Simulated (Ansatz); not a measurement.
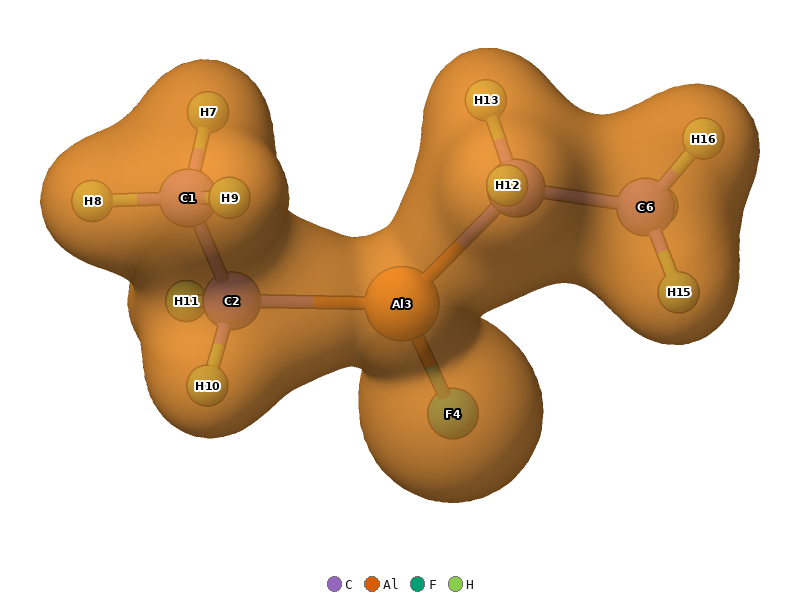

*C4H10AlF (SMILES C[CH2][Al]([F])[CH2]C). Isosurface of the total electron density at 0.2 e/Å³ (orange), seen at a tilt.*

Geometry: PBE0-D4/def2-TZVP.

Computed with RKS PBE0-D4/def2-TZVPP (Ansatz).

```xyz
16

C     1.4747   -2.0334    0.0351
C     1.1839   -1.1726   -1.1948
Al   -0.0094    0.3443   -0.8955
F    -0.3549    1.3009   -2.2073
C    -0.8229    0.8224    0.8144
C    -1.7302    2.0521    0.8260
H     0.5615   -2.4660    0.4533
H     2.1477   -2.8650   -0.1938
H     1.9426   -1.4535    0.8356
H     2.1190   -0.7859   -1.6199
H     0.7542   -1.7857   -1.9973
H    -0.0081    0.9425    1.5419
H    -1.3707   -0.0596    1.1741
H    -2.5734    1.9371    0.1406
H    -1.1944    2.9510    0.5118
H    -2.1424    2.2485    1.8204
```

### Which contacts does the surface bridge?

At this value the surface is in one piece. It bridges the sampled C–C (1.53 Å), Al–F (1.66 Å), C–Al (1.95 Å) and C–H (1.09 Å) contacts, where the density stays above the isovalue. On the grid the lowest density along these lines, outside the cores, is 1.6 e/Å³ (C–C, 1.53 Å), 0.77 e/Å³ (Al–F, 1.66 Å), 0.63 e/Å³ (C–Al, 1.95 Å) and 1.9 e/Å³ (C–H, 1.09 Å).
